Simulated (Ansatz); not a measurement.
# Li+ with HBr: superposition error and deformation, part 2 of 2

Ansatz 0.2.0, Gaussian basis.

## Step 9: r2SCAN-D4/def2-TZVPPD

The input, free-b/in.yaml:

```yaml
crystal:
  periodic: [false, false, false]
  atoms:
    - {symbol: Br, position_ang: [-0.368675, -0.640188, 0.481173]}
    - {symbol: H, position_ang: [0.216661, 0.376152, 1.282644]}
basis:
  gaussian: {orbitals: "def2-TZVPPD.json"}
hamiltonian: {xc: r2scan, dispersion: d4}
```

Command:

```console
$ ansatz run in.yaml --threads 2 --pin off --events-out ev --progress --plain --max-ram 5222MiB
```

The program printed:

```text
Functional definition: r2SCAN
  name "r2SCAN"
  cite "Furness, Kaplan, Ning, Perdew & Sun, J. Phys. Chem. Lett. 11, 8208 (2020) doi:10.1021/acs.jpclett.0c02405"
  cite "Furness, Kaplan, Ning, Perdew & Sun, J. Phys. Chem. Lett. 11, 9248 (2020) doi:10.1021/acs.jpclett.0c03077"
  parent r2scan
  parameter k0 = 0.174
  parameter k1 = 0.065
  parameter a1 = 4.9479
  exchange = r2scan_x(k0 = k0, k1 = k1, a1 = a1)
  correlation = r2scan_c
479 factors; their error is unknown
mean field evaluation 1: about -70062.1715 eV, gradient 7.7e0 eV
mean field evaluation 2: about -70062.2485 eV, gradient 4.8e0 eV
mean field evaluation 4: about -70062.3083 eV, gradient 6.8e-2 eV
mean field evaluation 8: about -70062.3009 eV, gradient 5.4e-2 eV
mean field -70062.30092631 eV, -2574.7420691086 hartree, gradient 1.5e-5 eV, S^2 0.000000; 0 other end points of the search recorded, 0 dependent functions left out
reference -70062.30093778 eV, -2574.7420695300 hartree; 18, 18 occupied and 56, 56 virtual orbitals, 479 factors
Total energy: -70062.30239687 eV, -2574.7421231507 hartree
```

Run time: 0.65 s. Hardware: 2 threads, shared host.

## Step 10: PBE0-D4/def2-TZVPPD

free-b/in.yaml: that of step 9 with these lines changed.

```diff
@@ -7,2 +7,3 @@
   gaussian: {orbitals: "def2-TZVPPD.json"}
-hamiltonian: {xc: r2scan, dispersion: d4}
+hamiltonian: {xc: pbe0, dispersion: d4}
+output: {orbitals: {seedname: orbitals}}
```

Command:

```console
$ ansatz run in.yaml --threads 2 --pin off --events-out ev --progress --plain --max-ram 5222MiB
```

The program printed:

```text
[... 10 set-up lines as earlier in the session ...]
531 factors; their error is unknown
mean field evaluation 1: about -70054.1916 eV, gradient 6.6e0 eV
mean field evaluation 2: about -70054.2575 eV, gradient 3.6e0 eV
mean field evaluation 4: about -70054.2936 eV, gradient 8.0e-2 eV
mean field evaluation 8: about -70054.6161 eV, gradient 2.4e-2 eV
mean field -70054.61607781 eV, -2574.4596561354 hartree, gradient 7.0e-5 eV, S^2 0.000000; 0 other end points of the search recorded, 0 dependent functions left out
reference -70054.61610650 eV, -2574.4596571895 hartree; 18, 18 occupied and 56, 56 virtual orbitals, 531 factors
Total energy: -70054.62162581 eV, -2574.4598600206 hartree
```

Wall time 0.4 s (2 threads, shared host).

## Step 11: B3LYP-D4/def2-TZVPPD

free-b/in.yaml: that of step 10 with these lines changed.

```diff
@@ -7,3 +7,2 @@
   gaussian: {orbitals: "def2-TZVPPD.json"}
-hamiltonian: {xc: pbe0, dispersion: d4}
-output: {orbitals: {seedname: orbitals}}
+hamiltonian: {xc: {name: B3LYP}, dispersion: d4}
```

Command:

```console
$ ansatz run in.yaml --threads 2 --pin off --events-out ev --progress --plain --max-ram 5222MiB
```

The program printed:

```text
Functional definition: B3LYP
  name "B3LYP"
  cite "Stephens, Devlin, Chabalowski & Frisch, J. Phys. Chem. 98, 11623 (1994) doi:10.1021/j100096a001"
[... 2 set-up lines as earlier in the session ...]
  cite "Vosko, Wilk & Nusair, Can. J. Phys. 58, 1200 (1980) doi:10.1139/p80-159"
  parameter a0 = 0.2
  parameter ax = 0.72
  parameter ac = 0.81
  exchange = (1 - a0 - ax)*slater_x + ax*b88_x + a0*exact_x
  correlation = (1 - ac)*vwn_rpa_c + ac*lyp_c
515 factors; their error is unknown
mean field evaluation 1: about -70063.2393 eV, gradient 7.6e0 eV
mean field evaluation 2: about -70063.3108 eV, gradient 4.3e0 eV
mean field evaluation 4: about -70063.3633 eV, gradient 1.0e-1 eV
mean field evaluation 8: about -70063.6197 eV, gradient 3.4e-1 eV
mean field -70063.61974122 eV, -2574.7905346625 hartree, gradient 6.3e-6 eV, S^2 0.000000; 0 other end points of the search recorded, 0 dependent functions left out
reference -70063.61992981 eV, -2574.7905415933 hartree; 18, 18 occupied and 56, 56 virtual orbitals, 515 factors
Total energy: -70063.63106322 eV, -2574.7909507386 hartree
```

Wall time 0.6 s (2 threads, shared host).

## Step 12: wB97X-V/def2-TZVPPD

free-b/in.yaml: that of step 11 with these lines changed.

```diff
@@ -7,2 +7,2 @@
   gaussian: {orbitals: "def2-TZVPPD.json"}
-hamiltonian: {xc: {name: B3LYP}, dispersion: d4}
+hamiltonian: {xc: {name: wB97X-V}}
```

Command:

```console
$ ansatz run in.yaml --threads 2 --pin off --events-out ev --progress --plain --max-ram 5222MiB
```

The program printed:

```text
[... 17 set-up lines as earlier in the session ...]
      + integral(e_c_pw_opposite_spin*poly(b97_u_opposite, cos0, cos1)) + vv10(b, c)
515 factors; their error is unknown
102 factors; integrals over basis functions are off by at most 6.0e-5 eV
mean field evaluation 1: about -70055.8487 eV, gradient 8.8e0 eV
mean field evaluation 2: about -70056.0613 eV, gradient 4.0e0 eV
mean field evaluation 4: about -70056.1044 eV, gradient 3.4e-1 eV
mean field evaluation 8: about -70056.3185 eV, gradient 4.0e-3 eV
mean field -70056.31846713 eV, -2574.5222177888 hartree, gradient 1.7e-5 eV, S^2 0.000000; 0 other end points of the search recorded, 0 dependent functions left out
reference -70056.31846533 eV, -2574.5222177228 hartree; 18, 18 occupied and 56, 56 virtual orbitals, 515 factors
Total energy: -70056.31846533 eV, -2574.5222177228 hartree
```

Run time: 1.1 s. Hardware: 2 threads, shared host.

## Step 13: wB97M-V/def2-TZVPPD

free-b/in.yaml: that of step 12 with these lines changed.

```diff
@@ -7,2 +7,2 @@
   gaussian: {orbitals: "def2-TZVPPD.json"}
-hamiltonian: {xc: {name: wB97X-V}}
+hamiltonian: {xc: {name: wB97M-V}}
```

Command:

```console
$ ansatz run in.yaml --threads 2 --pin off --events-out ev --progress --plain --max-ram 5222MiB
```

The program printed:

```text
[... 5 set-up lines as earlier in the session ...]
  # Of w^i u^j: cxij and so on, Table III.
[... 17 set-up lines as earlier in the session ...]
  gx(w, u) = 1 - cx + cx01*u + cx10*w
  gss(w, u) = css00 + css04*u^4 + css10*w + css20*w^2 + css43*w^4*u^3
  gos(w, u) = cos00 + cos10*w + (cos20 + cos21*u)*w^2 + (cos60 + cos61*u)*w^6
[... 2 set-up lines as earlier in the session ...]
      + integral(e_c_pw_mod_opposite_spin*gos(b97_w_opposite, b97_u_opposite)) + vv10(b, c)
508 factors; their error is unknown
102 factors; integrals over basis functions are off by at most 6.0e-5 eV
mean field evaluation 1: about -70058.2625 eV, gradient 8.2e0 eV
mean field evaluation 2: about -70058.4618 eV, gradient 4.2e0 eV
mean field evaluation 4: about -70058.5091 eV, gradient 3.2e-1 eV
mean field evaluation 8: about -70058.7005 eV, gradient 2.7e-3 eV
mean field -70058.70045958 eV, -2574.6097543968 hartree, gradient 1.6e-5 eV, S^2 0.000000; 0 other end points of the search recorded, 0 dependent functions left out
reference -70058.70050927 eV, -2574.6097562228 hartree; 18, 18 occupied and 56, 56 virtual orbitals, 508 factors
Total energy: -70058.70050927 eV, -2574.6097562228 hartree
```

Wall time 1.2 s (2 threads, shared host).

## Step 14: B2PLYP/def2-TZVPPD

free-b/in.yaml: that of step 13 with these lines changed.

```diff
@@ -7,2 +7,2 @@
   gaussian: {orbitals: "def2-TZVPPD.json"}
-hamiltonian: {xc: {name: wB97M-V}}
+hamiltonian: {xc: {name: B2PLYP}}
```

Command:

```console
$ ansatz run in.yaml --threads 2 --pin off --events-out ev --progress --plain --max-ram 5222MiB
```

The program printed:

```text
[... 9 set-up lines as earlier in the session ...]
448 factors; integrals over basis functions are off by at most 1.5e-3 eV
mean field evaluation 1: about -70049.6280 eV, gradient 6.5e0 eV
mean field evaluation 2: about -70049.6405 eV, gradient 6.6e0 eV
mean field evaluation 4: about -70049.8019 eV, gradient 1.1e0 eV
mean field evaluation 8: about -70049.8036 eV, gradient 9.7e-3 eV
mean field evaluation 16: about -70049.8036 eV, gradient 2.0e-6 eV
mean field -70049.80360070 eV, -2574.2828008635 hartree, gradient 2.0e-6 eV, S^2 0.000000; 0 other end points of the search recorded, 0 dependent functions left out
9 core orbitals not correlated: weight in the atoms' cores, before any rotation towards them, 1.000 or more for the frozen orbitals, at most 0.000 for the correlated occupied ones
reference -70049.80371600 eV, -2574.2828051005 hartree; 9, 9 occupied and 56, 56 virtual orbitals, 448 factors
second order -9.29735397 eV of doubles, -0.00000000 eV of singles
Total energy: -70052.31400157 eV, -2574.3750563938 hartree
```

Wall time 0.8 s (2 threads, shared host).

## Step 15: BLYP-D4/def2-TZVPPD

free-b/in.yaml: that of step 14 with these lines changed.

```diff
@@ -7,2 +7,2 @@
   gaussian: {orbitals: "def2-TZVPPD.json"}
-hamiltonian: {xc: {name: B2PLYP}}
+hamiltonian: {xc: {name: BLYP}, dispersion: d4}
```

Command:

```console
$ ansatz run in.yaml --threads 2 --pin off --events-out ev --progress --plain --max-ram 5222MiB
```

The program printed:

```text
Functional definition: BLYP
  name "BLYP"
[... 2 set-up lines as earlier in the session ...]
  parameter beta = 0.0042
  parameter a = 0.04918
  parameter b = 0.132
  parameter c = 0.2533
  parameter d = 0.349
  exchange = b88_x(beta = beta)
  correlation = lyp_c(a = a, b = b, c = c, d = d)
479 factors; their error is unknown
mean field evaluation 1: about -70063.2072 eV, gradient 1.1e1 eV
mean field evaluation 2: about -70063.2886 eV, gradient 7.3e0 eV
mean field evaluation 4: about -70063.4295 eV, gradient 1.6e-1 eV
mean field evaluation 8: about -70063.4288 eV, gradient 5.8e-3 eV
mean field evaluation 16: about -70063.4241 eV, gradient 1.9e-5 eV
mean field -70063.42413730 eV, -2574.7833463511 hartree, gradient 1.9e-5 eV, S^2 0.000000; 0 other end points of the search recorded, 0 dependent functions left out
reference -70063.42439691 eV, -2574.7833558916 hartree; 18, 18 occupied and 56, 56 virtual orbitals, 479 factors
Total energy: -70063.44036881 eV, -2574.7839428483 hartree
```

It took 0.45 s on 2 threads, shared host.

## Step 16: revPBE-D4/def2-TZVPPD

free-b/in.yaml: that of step 15 with these lines changed.

```diff
@@ -7,2 +7,2 @@
   gaussian: {orbitals: "def2-TZVPPD.json"}
-hamiltonian: {xc: {name: BLYP}, dispersion: d4}
+hamiltonian: {xc: {name: revPBE}, dispersion: d4}
```

Command:

```console
$ ansatz run in.yaml --threads 2 --pin off --events-out ev --progress --plain --max-ram 5222MiB
```

The program printed:

```text
Functional definition: revPBE
  name "revPBE"
  cite "Zhang & Yang, Phys. Rev. Lett. 80, 890 (1998) doi:10.1103/PhysRevLett.80.890"
[... 1 set-up line as earlier in the session ...]
  parameter kappa = 1.245
[... 3 set-up lines as earlier in the session ...]
479 factors; their error is unknown
mean field evaluation 1: about -70056.6133 eV, gradient 9.8e0 eV
mean field evaluation 2: about -70056.6878 eV, gradient 6.4e0 eV
mean field evaluation 4: about -70056.8011 eV, gradient 2.6e-1 eV
mean field evaluation 8: about -70056.7957 eV, gradient 1.7e-1 eV
mean field -70056.79573078 eV, -2574.5397569043 hartree, gradient 3.8e-5 eV, S^2 0.000000; 0 other end points of the search recorded, 0 dependent functions left out
reference -70056.79578779 eV, -2574.5397589995 hartree; 18, 18 occupied and 56, 56 virtual orbitals, 479 factors
Total energy: -70056.82093026 eV, -2574.5406829684 hartree
```

Wall time 0.4 s (2 threads, shared host).

## Step 17: B97M-V/def2-TZVPPD

free-b/in.yaml: that of step 16 with these lines changed.

```diff
@@ -7,2 +7,2 @@
   gaussian: {orbitals: "def2-TZVPPD.json"}
-hamiltonian: {xc: {name: revPBE}, dispersion: d4}
+hamiltonian: {xc: {name: B97M-V}}
```

Command:

```console
$ ansatz run in.yaml --threads 2 --pin off --events-out ev --progress --plain --max-ram 5222MiB
```

The program printed:

```text
[... 5 set-up lines as earlier in the session ...]
  # Of w^i u^j: cxij and so on, Table III.
[... 17 set-up lines as earlier in the session ...]
  gx(w, u) = cx00 + cx01*u + cx02*u^2 + (cx10 + cx11*u)*w
  gss(w, u) = css00 + css02*u^2 + css10*w + (css32*w^3 + css42*w^4)*u^2
  gos(w, u) = cos00 + cos01*u + cos03*u^3 + cos10*w + cos32*w^3*u^2
[... 2 set-up lines as earlier in the session ...]
      + integral(e_c_pw_mod_opposite_spin*gos(b97_w_opposite, b97_u_opposite)) + vv10(b, c)
479 factors; their error is unknown
mean field evaluation 1: about -70050.0336 eV, gradient 6.6e0 eV
mean field evaluation 2: about -70050.0934 eV, gradient 5.5e0 eV
mean field evaluation 4: about -70050.1624 eV, gradient 8.2e-2 eV
mean field evaluation 8: about -70050.1584 eV, gradient 1.7e-3 eV
mean field -70050.15837707 eV, -2574.2958386545 hartree, gradient 2.3e-5 eV, S^2 0.000000; 0 other end points of the search recorded, 0 dependent functions left out
reference -70050.15844093 eV, -2574.2958410015 hartree; 18, 18 occupied and 56, 56 virtual orbitals, 479 factors
Total energy: -70050.15844093 eV, -2574.2958410015 hartree
```

It took 1.1 s on 2 threads, shared host.

## Step 18: HSE06-D4/def2-TZVPPD

free-b/in.yaml: that of step 17 with these lines changed.

```diff
@@ -7,2 +7,2 @@
   gaussian: {orbitals: "def2-TZVPPD.json"}
-hamiltonian: {xc: {name: B97M-V}}
+hamiltonian: {xc: hse06, dispersion: d4}
```

Command:

```console
$ ansatz run in.yaml --threads 2 --pin off --events-out ev --progress --plain --max-ram 5222MiB
```

The program printed:

```text
Functional definition: HSE06
  name "HSE06"
  cite "Heyd, Scuseria & Ernzerhof, J. Chem. Phys. 118, 8207 (2003) doi:10.1063/1.1564060"
  cite "Krukau, Vydrov, Izmaylov & Scuseria, J. Chem. Phys. 125, 224106 (2006) doi:10.1063/1.2404663"
  cite "Heyd & Scuseria, J. Chem. Phys. 120, 7274 (2004) doi:10.1063/1.1668634"
  cite "Ernzerhof & Perdew, J. Chem. Phys. 109, 3313 (1998) doi:10.1063/1.476928"
[... 3 set-up lines as earlier in the session ...]
  parameter omega = 0.11/bohr
  # The whole range is PBE's own exchange, as in plane waves. The composition of these papers is wPBEh.
  exchange = pbe_x - a*pbe_x_sr(omega) + a*exact_x_sr(omega)
  correlation = pbe_c
531 factors; their error is unknown
36 factors; integrals over basis functions are off by at most 9.7e-5 eV
mean field evaluation 1: about -70054.3008 eV, gradient 6.7e0 eV
mean field evaluation 2: about -70054.3655 eV, gradient 4.0e0 eV
mean field evaluation 4: about -70054.4093 eV, gradient 9.7e-2 eV
mean field evaluation 8: about -70054.7306 eV, gradient 4.7e-2 eV
mean field -70054.73058586 eV, -2574.4638642286 hartree, gradient 8.9e-5 eV, S^2 0.000000; 0 other end points of the search recorded, 0 dependent functions left out
reference -70054.73062369 eV, -2574.4638656186 hartree; 18, 18 occupied and 56, 56 virtual orbitals, 531 factors
Total energy: -70054.73569806 eV, -2574.4640520983 hartree
```

Wall time 0.65 s (2 threads, shared host).

## Step 19: CCSD(T)/def2-TZVPPD

free-b/in.yaml: that of step 18 with these lines changed.

```diff
@@ -7,2 +7,2 @@
   gaussian: {orbitals: "def2-TZVPPD.json"}
-hamiltonian: {xc: hse06, dispersion: d4}
+correlation: {method: ccsd_t}
```

Command:

```console
$ ansatz run in.yaml --threads 2 --pin off --events-out ev --progress --plain --max-ram 5222MiB
```

The program printed:

```text
[... 6 set-up lines as earlier in the session ...]
448 factors; integrals over basis functions are off by at most 1.5e-3 eV
mean field evaluation 1: about -70014.5571 eV, gradient 9.3e0 eV
mean field evaluation 2: about -70014.5764 eV, gradient 9.4e0 eV
mean field evaluation 4: about -70014.9511 eV, gradient 1.2e0 eV
mean field evaluation 8: about -70014.9585 eV, gradient 7.5e-5 eV
mean field evaluation 16: about -70014.9212 eV, gradient 1.1e0 eV
mean field -70014.95853276 eV, -2573.0022682354 hartree, gradient 1.7e-6 eV, S^2 0.000000; 0 other end points of the search recorded, 0 dependent functions left out
9 core orbitals not correlated: weight in the atoms' cores, before any rotation towards them, 1.000 or more for the frozen orbitals, at most 0.000 for the correlated occupied ones
reference -70014.95853276 eV, -2573.0022682354 hartree; 9, 9 occupied and 56, 56 virtual orbitals, 448 factors
second order -7.87999892 eV of doubles, -0.00000000 eV of singles
cycle   1  -7.96291080 eV  change   -8.3e-2 eV  update   4.5e-2
cycle   2  -8.14824664 eV  change   -1.9e-1 eV  update   1.2e-2
cycle   3  -8.15038052 eV  change   -2.1e-3 eV  update   3.8e-3
cycle   4  -8.14977320 eV  change    6.1e-4 eV  update   8.9e-4
cycle   5  -8.14985423 eV  change   -8.1e-5 eV  update   1.9e-4
cycle   6  -8.14975644 eV  change    9.8e-5 eV  update   5.0e-5
cycle   7  -8.14975347 eV  change    3.0e-6 eV  update   1.3e-5
perturbative correction -0.24559925 eV, -0.0090256061 hartree
Total energy: -70023.35388548 eV, -2573.3107917574 hartree
```

Run time: 0.9 s. Hardware: 2 threads, shared host.

## Step 20: The split

```csv
method,interaction with counterpoise (kJ/mol),without,superposition error,deformation,binding energy
PBE-D4,-73.59,-73.82,0.23,-0.16,-73.75
revPBE-D4,-71.98,-72.22,0.24,-0.17,-72.16
BLYP-D4,-73.38,-73.64,0.26,-0.23,-73.61
r2SCAN-D4,-65.10,-65.34,0.24,0.11,-64.99
B97M-V,-67.85,-68.06,0.22,0.23,-67.62
PBE0-D4,-72.59,-72.81,0.22,0.11,-72.47
B3LYP-D4,-73.22,-73.46,0.25,0.02,-73.20
HSE06-D4,-72.62,-72.84,0.22,0.11,-72.51
wB97X-V,-69.58,-69.83,0.25,0.20,-69.38
wB97M-V,-69.58,-69.85,0.27,0.18,-69.40
B2PLYP,-69.57,-70.43,0.86,0.17,-69.39
Hartree-Fock,-64.90,-65.12,0.21,0.44,-64.47
MP2,-64.08,-66.38,2.30,0.39,-63.70
CCSD,-64.02,-66.22,2.19,0.27,-63.76
CCSD(T),-63.87,-66.24,2.36,0.22,-63.65
```

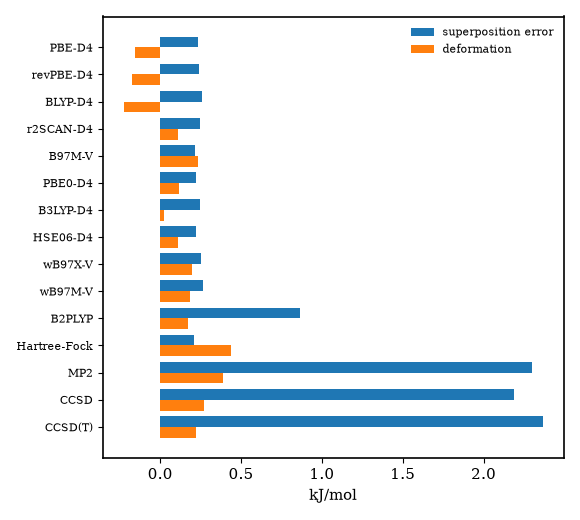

Superposition error and deformation energy by method.

## Step 21: Results

This closing draws on all 2 parts.

| quantity | value |
| --- | --- |
| interaction, CCSD(T) | -63.87 kJ/mol |
| superposition error | 2.36 kJ/mol |
| deformation | 0.22 kJ/mol |
| binding energy | -63.65 kJ/mol |

In this basis the superposition error is 2.36 kJ/mol for CCSD(T) and 0.24 kJ/mol on average for the plain functionals: correlated methods borrow far more, since they need many more functions to converge. Deformation takes back 0 % of the interaction. The free shapes are PBE0-D4 minima, so other methods can show a small negative deformation energy.
